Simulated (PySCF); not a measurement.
# [P4]+: quartet, from a square start

Where does quartet [P4]+ go from a square start, is the end point a minimum, and what are its modes, charges and moments?

Program: PySCF 2.14.0. Level of theory: PBE0, basis P def2-TZVP, no relativity, density fitting. These are calculated values, not measurements.

## (1) Where the work starts

4 atoms, charge 1, spin multiplicity 4.

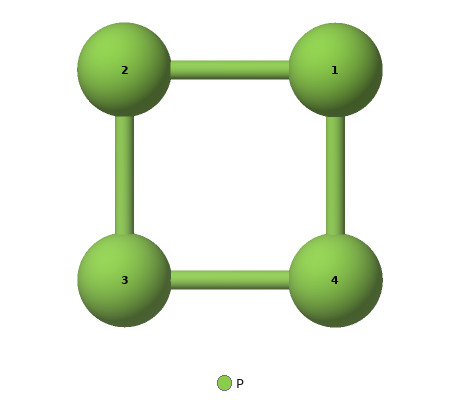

As it starts; phosphorus green; atoms are numbered from 1 in the order of the file.

```xyz
4
charge 1 multiplicity 4
P     1.1100    1.1100    0.0000
P    -1.1100    1.1100    0.0000
P    -1.1100   -1.1100    0.0000
P     1.1100   -1.1100    0.0000
```

## (2) The SCF at the typed geometry

The steps below are one call of a driver around PySCF. For each, scf.py gives the equivalent set-up of the SCF; relaxations use the driver's own optimiser. After this first run the driver tries any further starts and a stability analysis.

scf.py reads:

```python
from pyscf import gto, scf, dft
mol = gto.M(atom='''
P      1.110000     1.110000     0.000000
P     -1.110000     1.110000     0.000000
P     -1.110000    -1.110000     0.000000
P      1.110000    -1.110000     0.000000''',
    basis={'P': 'def2-TZVP'},
    charge=1, spin=3)
mf = dft.UKS(mol, xc='PBE0')
mf.grids.atom_grid = (50, 194)
aux = {'P': 'def2-universal-JKFIT'}
mf = mf.density_fit(auxbasis=aux)
mf.conv_tol = 1e-08
mf.diis_space = 10
mf.max_cycle = 60
mf.init_guess = 'minao'
mf.verbose = 4
mf.kernel()
```

Command:

```sh
$ OMP_NUM_THREADS=4 python axn.py task.json out
```

What it wrote:

```text
init E= -1365.10544692327
[... the frontier-level lines of each cycle are left out ...]
cycle= 1 E= -1364.54713118735  delta_E= 0.558  |g|= 0.22  |ddm|= 1.52
cycle= 2 E= -1364.5623004388  delta_E= -0.0152  |g|= 0.149  |ddm|= 0.464
cycle= 3 E= -1364.57121139046  delta_E= -0.00891  |g|= 0.0439  |ddm|= 0.173
cycle= 4 E= -1364.57228391961  delta_E= -0.00107  |g|= 0.0139  |ddm|= 0.0532
cycle= 5 E= -1364.57238755199  delta_E= -0.000104  |g|= 0.00928  |ddm|= 0.0266
cycle= 6 E= -1364.57245072668  delta_E= -6.32e-05  |g|= 0.00172  |ddm|= 0.0109
cycle= 7 E= -1364.57245679088  delta_E= -6.06e-06  |g|= 0.000701  |ddm|= 0.00505
cycle= 8 E= -1364.57245945522  delta_E= -2.66e-06  |g|= 0.00057  |ddm|= 0.00411
cycle= 9 E= -1364.57246093937  delta_E= -1.48e-06  |g|= 0.00054  |ddm|= 0.00256
cycle= 10 E= -1364.57246245882  delta_E= -1.52e-06  |g|= 0.000545  |ddm|= 0.00266
cycle= 11 E= -1364.5724567959  delta_E= 5.66e-06  |g|= 0.000506  |ddm|= 0.0102
cycle= 12 E= -1364.57242502184  delta_E= 3.18e-05  |g|= 0.0006  |ddm|= 0.0819
cycle= 13 E= -1364.57242524946  delta_E= -2.28e-07  |g|= 0.000616  |ddm|= 0.00111
cycle= 14 E= -1364.57242009946  delta_E= 5.15e-06  |g|= 0.000399  |ddm|= 0.0346
cycle= 15 E= -1364.57241947385  delta_E= 6.26e-07  |g|= 4.36e-05  |ddm|= 0.0259
cycle= 16 E= -1364.57241940725  delta_E= 6.66e-08  |g|= 0.000113  |ddm|= 0.00518
cycle= 17 E= -1364.57241941859  delta_E= -1.13e-08  |g|= 7.24e-05  |ddm|= 0.001
cycle= 18 E= -1364.57241943003  delta_E= -1.14e-08  |g|= 1.53e-05  |ddm|= 0.00084
cycle= 19 E= -1364.57241942378  delta_E= 6.25e-09  |g|= 1.74e-05  |ddm|= 0.00273
Extra cycle  E= -1364.5724194241  delta_E= -3.23e-10  |g|= 1.1e-05  |ddm|= 3.36e-05
converged SCF energy = -1364.5724194241  <S^2> = 3.7635747  2S+1 = 4.0067816
```

This step, with its further starts and checks, took 22 s on 4 threads of Arm Neoverse V2, shared host.

The starts that the driver tried:

| start | energy (Eh) |
| --- | --- |
| the minimal-basis guess | -1364.572419 |
| a thermally smeared density | -1364.572900 |
| a smeared PBE density | -1364.572419 |

This is not the lowest solution: one lies 1.3 kJ/mol lower, at -1364.57290 Eh, and the relaxation starts from that.

## (3) Relaxing the quartet from the square start

The program finds D4h symmetry in the start, which this walk keeps.

Changes to scf.py since step 2:

```diff
@@ -16 +15,0 @@
-mf.init_guess = 'minao'
```

Steps of the walk:

| step | energy (Eh) | change (kJ/mol) | largest symmetric gradient (Eh/bohr) |
| --- | --- | --- | --- |
| 0 | -1364.572900 | 0.00 | 0.02116 |
| 1 | -1364.579318 | -16.85 | 0.00647 |
| 2 | -1364.579846 | -18.24 | 0.00130 |
| 3 | -1364.579867 | -18.29 | 0.00006 |

The walk took 11 s.

Geometry (Å) and forces (eV/Å) at some steps, with the part that breaks the symmetry left in:

```
step 0
P    1.110   1.110   0.000  -0.106  -0.108   0.000
P   -1.110   1.110   0.000   2.068  -2.070   0.000
P   -1.110  -1.110   0.000   0.106   0.108   0.000
P    1.110  -1.110   0.000  -2.068   2.070   0.000
step 1
P    1.080   1.080   0.000   0.743   0.743   0.000
P   -1.080   1.080   0.000   1.408  -1.410   0.000
P   -1.080  -1.080   0.000  -0.745  -0.742   0.000
P    1.080  -1.080   0.000  -1.407   1.408   0.000
step 2
P    1.067   1.067   0.000   1.188   1.187   0.000
P   -1.067   1.067   0.000   1.052  -1.054   0.000
P   -1.067  -1.067   0.000  -1.188  -1.186   0.000
P    1.067  -1.067   0.000  -1.052   1.054   0.000
step 3
P    1.069   1.069   0.000   1.110   1.109   0.000
P   -1.069   1.069   0.000   1.115  -1.117   0.000
P   -1.069  -1.069   0.000  -1.110  -1.109   0.000
P    1.069  -1.069   0.000  -1.115   1.116   0.000
```

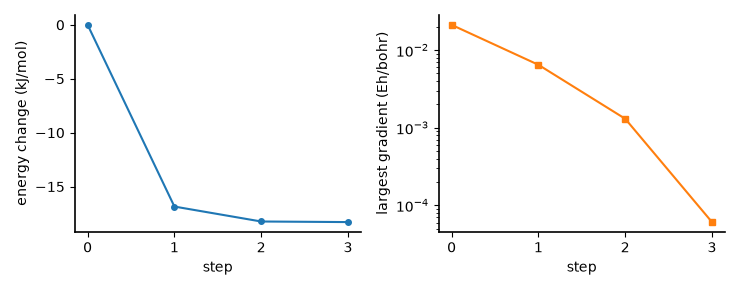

How energy and gradient fall.

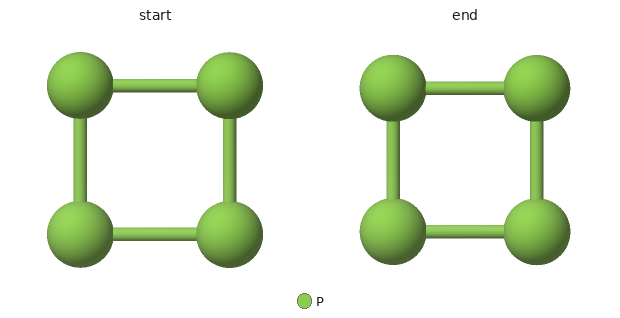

Start and end of the relaxation.

After 3 steps and 18.3 kJ/mol it ends at D4h: P–P 2.138 Å (×4); P–P–P 90.0° (×4). A gradient of 0.0217 Eh/bohr that breaks the symmetry is left: this electronic state wants a lower symmetry.

## (4) Relaxing without the symmetry constraint

The geometry is nudged along the force that breaks the symmetry.

The program finds D2h symmetry in the start, which may break. Threshold on the gradient: 0.0003 Eh/bohr, with a further test on the energy change.

Changes to scf.py since step 3:

```diff
@@ -3,4 +3,4 @@
-P      1.110000     1.110000     0.000000
-P     -1.110000     1.110000     0.000000
-P     -1.110000    -1.110000     0.000000
-P      1.110000    -1.110000     0.000000''',
+P      1.119042     1.119042     0.000000
+P     -1.019042     1.019042    -0.000000
+P     -1.119042    -1.119042    -0.000000
+P      1.019042    -1.019042     0.000000''',
```

Energy and gradient, step by step:

| step | energy (Eh) | change (kJ/mol) | largest gradient (Eh/bohr) |
| --- | --- | --- | --- |
| 0 | -1364.593240 | 0.00 | 0.01679 |
| 1 | -1364.600031 | -17.83 | 0.00986 |
| 2 | -1364.602317 | -23.83 | 0.00093 |
| 3 | -1364.602338 | -23.88 | 0.00009 |
| 4 | -1364.602338 | -23.88 | 0.00003 |

The walk took 15 s.

Positions (Å) and forces (eV/Å) along the way:

```
step 0
P    1.119   1.119   0.000   0.535   0.535   0.000
P   -1.019   1.019   0.000   0.864  -0.864   0.000
P   -1.119  -1.119   0.000  -0.535  -0.535   0.000
P    1.019  -1.019   0.000  -0.864   0.864   0.000
step 1
P    1.159   1.159   0.000   0.156   0.157   0.000
P   -0.972   0.972   0.000   0.507  -0.507   0.000
P   -1.159  -1.159   0.000  -0.156  -0.156   0.000
P    0.972  -0.972   0.000  -0.507   0.506   0.000
step 2
P    1.191   1.191   0.000   0.015   0.014   0.000
P   -0.925   0.925   0.000   0.046  -0.047   0.000
P   -1.191  -1.191   0.000  -0.014  -0.015   0.000
P    0.925  -0.925   0.000  -0.048   0.048   0.000
step 3
P    1.194   1.194   0.000   0.004   0.004   0.000
P   -0.920   0.920   0.000   0.000   0.000   0.000
P   -1.194  -1.194   0.000  -0.004  -0.003   0.000
P    0.920  -0.920   0.000   0.000  -0.001   0.000
step 4
P    1.195   1.195   0.000   0.001   0.000   0.000
P   -0.920   0.920   0.000   0.000   0.001   0.000
P   -1.195  -1.195   0.000  -0.001  -0.001   0.000
P    0.920  -0.920   0.000   0.001   0.000   0.000
```

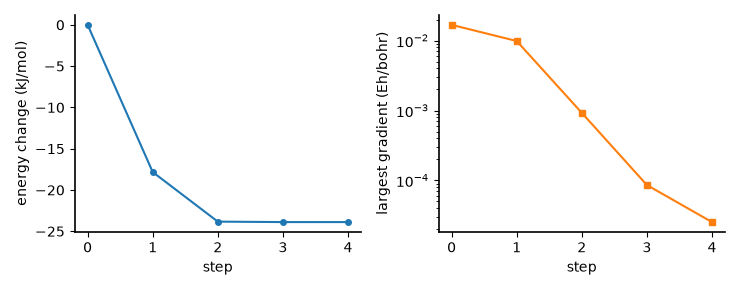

How energy and gradient fall.

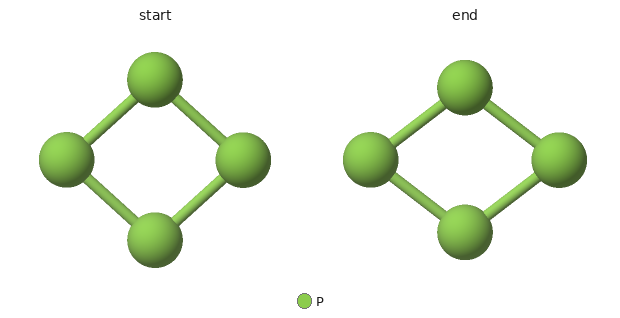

The geometry along the walk, at one scale.

It settles in D2h symmetry, 23.9 kJ/mol below the start, after 4 steps: P–P 2.132 Å (×4), P–P 2.602 Å; P–P–P 52.4° (×4), P–P–P 75.2° (×2), P–P–P 104.8° (×2).

## (5) Vibrations and properties at this point

On the finer grid the gradient is checked again; gradients at displacements of ±0.02 bohr then give force constants and infrared intensities.

Changes to scf.py since step 4:

```diff
@@ -3,4 +3,4 @@
-P      1.119042     1.119042     0.000000
-P     -1.019042     1.019042    -0.000000
-P     -1.119042    -1.119042    -0.000000
-P      1.019042    -1.019042     0.000000''',
+P      1.194751     1.194751     0.000000
+P     -0.919946     0.919946     0.000000
+P     -1.194751    -1.194751    -0.000000
+P      0.919946    -0.919946    -0.000000''',
@@ -10 +10 @@
-mf.grids.atom_grid = (50, 194)
+mf.grids.atom_grid = (75, 302)
@@ -13 +13 @@
-mf.conv_tol = 1e-08
+mf.conv_tol = 1e-10
```

This SCF starts from the last density.

Log of the central SCF (cycles and frontier levels):

```text
init E= -1364.60232012423
[... the frontier-level lines of each cycle are left out ...]
cycle= 1 E= -1364.60232012422  delta_E= 8.87e-12  |g|= 3.24e-06  |ddm|= 4.73e-06
Extra cycle  E= -1364.60232012418  delta_E= 3.77e-11  |g|= 7.78e-06  |ddm|= 1.02e-05
converged SCF energy = -1364.60232012418  <S^2> = 3.7624208  2S+1 = 4.0062056
```

The whole step took 64 s.

Geometry: D2h; P–P 2.132 Å (×4), P–P 2.602 Å; P–P–P 52.4° (×4), P–P–P 75.2° (×2), P–P–P 104.8° (×2).

Modes, for the most abundant isotopes:

| symmetry | ω (cm⁻¹) | IR (km/mol) | μ (u) |
| --- | --- | --- | --- |
| b3u | 166 | 0.8 | 30.97 |
| ag | 253 | 0.0 | 30.97 |
| b2u | 342 | 0.3 | 30.97 |
| b1u | 429 | 7.7 | 30.97 |
| b3g | 530 | 0.0 | 30.97 |
| ag | 532 | 0.0 | 30.97 |

μ is the mass of the mode for normalised Cartesian displacements, not the reduced mass of the usual diatomic formula.

Every mode is real; the point is a minimum.

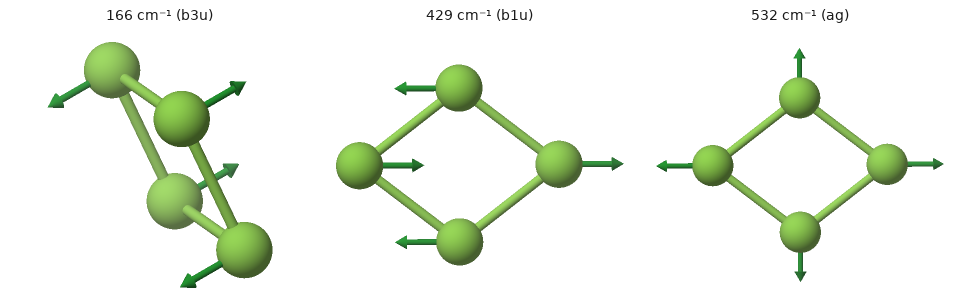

How the atoms move in 3 of the modes.

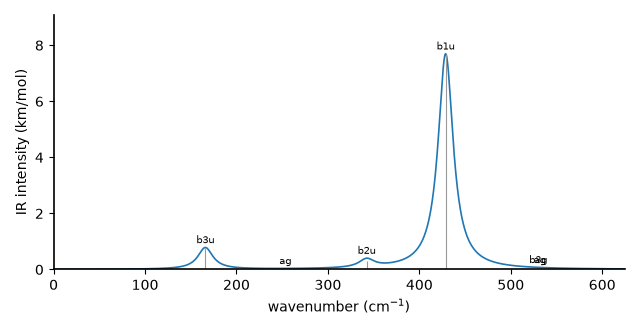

The harmonic infrared spectrum (widths in cm⁻¹). Lines are broadened to a width of 20 cm⁻¹ (Lorentzian).

Properties at this point:

| Property | Result |
| --- | --- |
| Dipole moment about the centre of mass | 0.00 D |
| Highest occupied level | -12.31 eV |
| Lowest empty level | -9.94 eV |
| Rotational constants | 0.1608, 0.09532, 0.05984 cm⁻¹ |
| Zero-point energy | 13.5 kJ/mol |
| Principal polarisabilities | 46.8, 90.6, 107.9 bohr³ |
| Principal traceless quadrupole moments about the centre of mass | -8.23, 1.55, 6.68 D Å |
| Entropy at 298.15 K and 1 bar (electronic part: spin only) | 312.8 J/(mol K) |
| Heat capacity Cp at 298.15 K | 70.9 J/(mol K) |
| Enthalpy at 298.15 K above 0 K | 15.57 kJ/mol |
| Rotational symmetry number | 4 |
| Spin squared ⟨S²⟩ | 3.762 |

Populations by atom (charges in e):

| atom | Mulliken | Löwdin | polar tensor | spin (Mulliken) | Mayer order to P1 |
| --- | --- | --- | --- | --- | --- |
| P1 | 0.25 | 0.25 | 0.29 | 0.73 | – |
| P2,4 | 0.25 | 0.25 | 0.21 | 0.77 | 1.22 |
| P3 | 0.25 | 0.25 | 0.29 | 0.73 | 0.35 |

Mulliken populations on P1: s 5.85, p 8.70, d 0.18, f 0.01.

## (6) Outcome

```
                                          quantity                                                                                 value
                                           minimum                                                                          quartet, D2h
                                          geometry  P–P 2.132 Å (×4), P–P 2.602 Å; P–P–P 52.4° (×4), P–P–P 75.2° (×2), P–P–P 104.8° (×2)
                                wavenumbers (cm⁻¹)                        166 (b3u), 253 (ag), 342 (b2u), 429 (b1u), 530 (b3g), 532 (ag)
                    dipole moment (centre of mass)                                                                                0.00 D
highest occupied, lowest empty level (either spin)                                                                      -12.31, -9.94 eV
                         polar-tensor charge of P1                                                                               +0.29 e
                                 zero-point energy                                                                           13.5 kJ/mol
                               entropy at 298.15 K                                                                       312.8 J/(mol K)
                                              ⟨S²⟩                                                                                 3.762
```

In words: The square start (D4h) ends in a minimum of D2h symmetry. In the infrared the band at 429 cm⁻¹ (b1u) leads. The first SCF alone would have been 1 kJ/mol too high. Other starts or spin states, not run here, may lie lower.

The search up to here took 1.9 min on 4 threads of Arm Neoverse V2, shared host.
